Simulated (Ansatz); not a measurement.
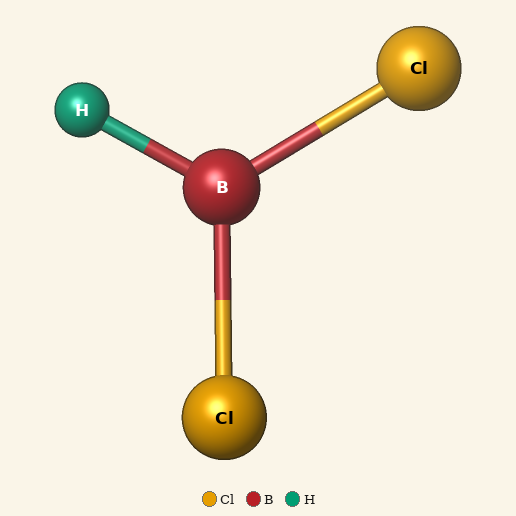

All atoms lie in one plane, which faces the viewer. Computed geometry: PBE-D4/def2-SVP optimisation. No frequency run is at hand to confirm it as a minimum.

Which symmetry elements does this geometry have?

It has 1 C2 axis and 2 mirror planes, so the point group is C2v. The group has 4 operations. The geometry is achiral, and symmetry allows a dipole moment.
